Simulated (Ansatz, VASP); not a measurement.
# SnAs: VASP beside Ansatz

Aim: how closely do two programs agree when they are given the same cell, functional and k mesh? The cell is taken from a series of VASP runs on this material, whose earlier steps may have relaxed, scaled or displaced it; both programs get it as it stands. Valence electrons are named where the data sets of a main pair hold unlike numbers.

Program: Ansatz 0.2.0. Level of theory: plane waves, with VASP 6.6.1 beside it; band structure at PBEsol, spin-orbit coupling. Results are calculated unless marked as measured.

## (1) Set-up

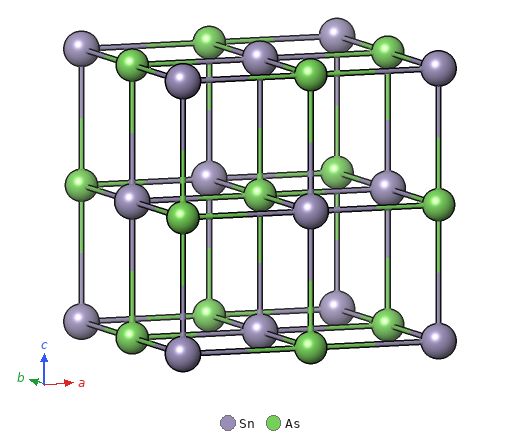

The cell as given, slightly off an axis (tin purple, arsenic green). This picture shows the conventional cell, with its axes. Some periodic images of atoms are drawn too.

As a file:

```cif
data_structure
_symmetry_space_group_name_H-M 'P 1'
_symmetry_Int_Tables_number 1
_cell_length_a 4.0437
_cell_length_b 4.0437
_cell_length_c 4.0437
_cell_angle_alpha 60.000
_cell_angle_beta 60.000
_cell_angle_gamma 60.000
_cell_volume 46.75
loop_
_atom_site_label
_atom_site_type_symbol
_atom_site_fract_x
_atom_site_fract_y
_atom_site_fract_z
_atom_site_occupancy
Sn1 Sn 0.00000 0.00000 0.00000 1
As2 As 0.50000 0.50000 0.50000 1
```

## (2) VASP: band structure, PBEsol, spin-orbit coupling

With cell and atoms fixed, the geometry can't cause a difference; cores, projectors, grids and the points listed under the comparison can.

Lines of VASP's logs that name or quote its potential files are left out, and so is its time.

File INCAR:

```
SYSTEM = SnAs
PREC = Accurate
ENCUT = 400
EDIFF = 1E-06
NELM = 100
ISMEAR = 0
SIGMA = 0.05
LREAL = .FALSE.
ALGO = Normal
GGA = PS
LNONCOLLINEAR = .TRUE.
MAGMOM = 0 0 0 0 0 0
NBANDS = 30
GGA_COMPAT = .FALSE.
LASPH = .TRUE.
LSORBIT = .TRUE.
LORBIT = 11
LWAVE = .FALSE.
LCHARG = .FALSE.
KPAR = 2
```

File POSCAR:

```
SnAs
1.0
    0.0000000000      2.8593080381      2.8593080381
    2.8593080381      0.0000000000      2.8593080381
    2.8593080381      2.8593080381      0.0000000000
Sn As
1 1
Direct
    0.0000000000      0.0000000000      0.0000000000
    0.5000000000      0.5000000000      0.5000000000
```

File KPOINTS:

```
Automatic mesh
0
Gamma
7 7 7
0 0 0
```

File KPOINTS_OPT:

```
Line mode
16
Line-mode
Reciprocal
  0.00000000   0.00000000   0.00000000 GAMMA
  0.50000000   0.00000000   0.50000000 X

  0.50000000   0.00000000   0.50000000 X
  0.50000000   0.25000000   0.75000000 W

  0.50000000   0.25000000   0.75000000 W
  0.37500000   0.37500000   0.75000000 K

  0.37500000   0.37500000   0.75000000 K
  0.00000000   0.00000000   0.00000000 GAMMA

  0.00000000   0.00000000   0.00000000 GAMMA
  0.50000000   0.50000000   0.50000000 L

  0.50000000   0.50000000   0.50000000 L
  0.62500000   0.25000000   0.62500000 U

  0.62500000   0.25000000   0.62500000 U
  0.50000000   0.25000000   0.75000000 W

  0.50000000   0.25000000   0.75000000 W
  0.50000000   0.50000000   0.50000000 L

  0.50000000   0.50000000   0.50000000 L
  0.37500000   0.37500000   0.75000000 K

  0.62500000   0.25000000   0.62500000 U
  0.50000000   0.00000000   0.50000000 X
```

PAW data sets: Sn_d and As (PBE family, release 64).

Run with:

```sh
> mpirun -np 2 vasp_ncl
```

Numbers of over 12 decimals in the logs are rounded to 6 here.

Log:

```text
[banner, memory and clock lines left out]
running    2 mpi-ranks, on    1 nodes
 distrk:  each k-point on    1 cores,    2 groups
 distr:  one band on    1 cores,    1 groups

 POSCAR found type information on POSCAR SnAs
 POSCAR found :  2 types and       2 ions
|                                                                             |
|               ----> ADVICE to this user running VASP <----                  |
|                                                                             |
|     You enforced a specific xc type in the INCAR file but a different       |
|     [... a line on the potential file left out ...]
|     I HOPE YOU KNOW WHAT YOU ARE DOING!                                     |
|                                                                             |

 LDA part: xc-table for (Slater+PW92), standard interpolation
 POSCAR, INCAR and KPOINTS ok, starting setup
 FFT: planning ... GRIDC
 FFT: planning ... GRID_SOFT
 FFT: planning ... GRID
 WAVECAR not read
 entering main loop
       N       E                     dE             d eps       ncg     rms          rms(c)
DAV:   1     0.150180058427E+03    0.15018E+03   -0.76045E+03  1270   0.142E+03
DAV:   2     0.921410738812E+01   -0.14097E+03   -0.13602E+03  1218   0.402E+02
DAV:   3    -0.895719934326E+01   -0.18171E+02   -0.17795E+02  1468   0.128E+02
DAV:   4    -0.964883359303E+01   -0.69163E+00   -0.69025E+00  1368   0.265E+01
DAV:   5    -0.966963333639E+01   -0.20800E-01   -0.20798E-01  1730   0.461E+00    0.280E+00
DAV:   6    -0.957057695834E+01    0.99056E-01   -0.15380E-01  1686   0.486E+00    0.163E+00
DAV:   7    -0.956323606980E+01    0.73409E-02   -0.48101E-02  1510   0.170E+00    0.671E-01
DAV:   8    -0.956226534963E+01    0.97072E-03   -0.26698E-03  1426   0.512E-01    0.386E-01
DAV:   9    -0.956207972250E+01    0.18563E-03   -0.71266E-04  1408   0.264E-01    0.500E-02
DAV:  10    -0.956206507921E+01    0.14643E-04   -0.16107E-04  1568   0.163E-01    0.285E-02
DAV:  11    -0.956206455709E+01    0.52211E-06   -0.22709E-05  1508   0.544E-02    0.276E-03
DAV:  12    -0.956206493128E+01   -0.37419E-06   -0.19173E-06  1262   0.108E-02
   1 F= -.95620649E+01 E0= -.95608310E+01  d E =-.246781E-02  mag=    -0.0000    -0.0000    -0.0000
 Start KPOINTS_OPT (optional k-point list driver)
k-point batch [1-20\160]
       N       E                     dE             ncg
DAV:   1     0.678536652659E+03   -0.57018E+04     1252
DAV:   2    -0.219955409056E+04   -0.28781E+04     1206
DAV:   3    -0.257890669437E+04   -0.37935E+03     1544
DAV:   4    -0.259162967235E+04   -0.12723E+02     1472
DAV:   5    -0.259200528791E+04   -0.37562E+00     1768
DAV:   6    -0.259201041427E+04   -0.51264E-02     1568
DAV:   7    -0.259201054049E+04   -0.12623E-03     1736
DAV:   8    -0.259201054252E+04   -0.20295E-05     1372
DAV:   9    -0.259201054260E+04   -0.76483E-07      924
[...]
k-point batch [141-160\160]
       N       E                     dE             ncg
DAV:   1     0.502025307635E+03   -0.11002E+05     1238
DAV:   2    -0.235388054854E+04   -0.28559E+04     1200
DAV:   3    -0.270696851821E+04   -0.35309E+03     1568
DAV:   4    -0.271897882504E+04   -0.12010E+02     1410
DAV:   5    -0.271935456135E+04   -0.37574E+00     1782
DAV:   6    -0.271935791057E+04   -0.33492E-02     1512
DAV:   7    -0.271935806047E+04   -0.14990E-03     1778
DAV:   8    -0.271935806172E+04   -0.12481E-05     1236
DAV:   9    -0.271935806181E+04   -0.94537E-07      902
```

From OUTCAR (step 2):

```text
ion  position               nearest neighbor table
   1  0.000  0.000  0.000-   2 2.86   2 2.86   2 2.86   2 2.86   2 2.86   2 2.86
   2  0.500  0.500  0.500-   1 2.86   1 2.86   1 2.86   1 2.86   1 2.86   1 2.86

  LATTYP: Found a face centered cubic cell.
 ALAT       =     5.7186160762

 Subroutine GETGRP returns: Found 48 space group operations
 (whereof 48 operations were pure point group operations)

The static configuration has the point symmetry O_h .

 Found     20 irreducible k-points:

   k-points           NKPTS =     20   k-points in BZ     NKDIM =     20   number of bands    NBANDS=     30

   dimension x,y,z NGX =    28 NGY =   28 NGZ =   28
   dimension x,y,z NGXF=    56 NGYF=   56 NGZF=   56

   ENCUT  =  400.0 eV  29.40 Ry    5.42 a.u.   6.59  6.59  6.59*2*pi/ulx,y,z

   NELECT =      19.0000    total number of electrons

 k-points in reciprocal lattice and weights: Automatic mesh
   0.00000000  0.00000000  0.00000000       0.003
   0.14285714  0.00000000  0.00000000       0.023
   0.28571429  0.00000000  0.00000000       0.023
   0.42857143  0.00000000  0.00000000       0.023
   0.14285714  0.14285714  0.00000000       0.017
   0.28571429  0.14285714  0.00000000       0.070
   0.42857143  0.14285714  0.00000000       0.070
  -0.42857143  0.14285714  0.00000000       0.070
  -0.28571429  0.14285714  0.00000000       0.070
[...]
-0.42857143  0.42857143  0.14285714       0.070
  -0.28571429  0.42857143  0.14285714       0.070

 average (electrostatic) potential at core
       1 -99.9011       2 -47.4757

 E-fermi :   6.9488

 k-point     1 :       0.0000    0.0000    0.0000
  band No.  band energies     occupation
    ...
     16       5.5546      1.00000
     17       5.9926      1.00000
     18       5.9926      1.00000
     19       5.9926      1.00000
     20       5.9926      1.00000
     21      11.9159      0.00000
     22      11.9159      0.00000
     23      12.6689      0.00000
     24      12.6689      0.00000
     25      12.6689      0.00000
    ...

 k-point     2 :       0.1429    0.0000    0.0000
  band No.  band energies     occupation
    ...
     14       2.6854      1.00000
     15       5.7167      1.00000
     16       5.7167      1.00000
     17       6.0148      1.00000
     18       6.0148      1.00000
     19       6.9752      0.22812
     20       6.9752      0.22812
     21      10.8404      0.00000
     22      10.8404      0.00000
     23      11.3728      0.00000
    ...

 k-point     3 :       0.2857    0.0000    0.0000
  band No.  band energies     occupation
    ...
     14       0.5043      1.00000
     15       5.8852      1.00000
     16       5.8852      1.00000
     17       6.1369      1.00000
     18       6.1369      1.00000
     19       7.6669      0.00000
     20       7.6669      0.00000
     21       9.3311      0.00000
     22       9.3311      0.00000
     23       9.7278      0.00000
    ...

  Total       -0.0397410     -0.0397410     -0.0397410     -0.0000000     -0.0000000      0.0000000
  in kB       -1.3618743     -1.3618743     -1.3618743     -0.0000000     -0.0000000      0.0000000
  external PRESSURE =      -1.3618743 kB  Pullay stress =       0.0000000 kB

  energy-cutoff  :      400.00
  volume of cell :       46.75
      direct lattice vectors                 reciprocal lattice vectors
     0.000000000  2.859308038  2.859308038    -0.174867483  0.174867483  0.174867483
     2.859308038  0.000000000  2.859308038     0.174867483 -0.174867483  0.174867483
     2.859308038  2.859308038  0.000000000     0.174867483  0.174867483 -0.174867483

 POSITION                                       TOTAL-FORCE (eV/Angst)
 -----------------------------------------------------------------------------------
      0.00000      0.00000      0.00000         0.000000     -0.000000     -0.000000
      2.85931      2.85931      2.85931        -0.000000      0.000000      0.000000
 -----------------------------------------------------------------------------------
    total drift:                               -0.000000      0.000000      0.000000

  FREE ENERGIE OF THE ION-ELECTRON SYSTEM (eV)
  ---------------------------------------------------
  free  energy   TOTEN  =        -9.5620649313 eV

  energy  without entropy=       -9.5595971208  energy(sigma->0) =       -9.56083103

 Spin-Orbit-Coupling matrix elements
 Ion:    1  E_soc:     -0.0972316
 Ion:    2  E_soc:     -0.0273673

 total charge
# of ion       s       p       d       tot
------------------------------------------
    1        1.224   0.951  10.016  12.191
    2        1.266   1.439   0.034   2.740
--------------------------------------------------
tot          2.490   2.391  10.050  14.931

 magnetization (x)
# of ion       s       p       d       tot
------------------------------------------
    1        0.000   0.000  -0.000   0.000
    2        0.000   0.000   0.000   0.000
--------------------------------------------------
tot          0.000   0.000  -0.000   0.000

 magnetization (y)
# of ion       s       p       d       tot
------------------------------------------
    1       -0.000   0.000   0.000   0.000
    2        0.000   0.000  -0.000  -0.000
--------------------------------------------------
tot         -0.000   0.000   0.000   0.000

 magnetization (z)
# of ion       s       p       d       tot
------------------------------------------
    1        0.000   0.000  -0.000   0.000
    2        0.000   0.000   0.000   0.000
--------------------------------------------------
tot          0.000   0.000  -0.000   0.000

[... 3 further parts left out ...]
```

This run has no spin polarisation. Its electron count is odd, so without a moment it is a metal by construction.

[end of part 1 of 2]

[Lines on the potential files, build, host, timing and source positions are cut from VASP's logs without a mark.]

[Logs are printed without paths, hosts, clocks, repeated set-up lines and the standing remarks that a program may print on its own settings, such as how far it seeks lower states.]

[Hosts, paths, dates, database ids (printed as entryN), source tags and the programs' standing remarks are cut or masked in the printed files.]
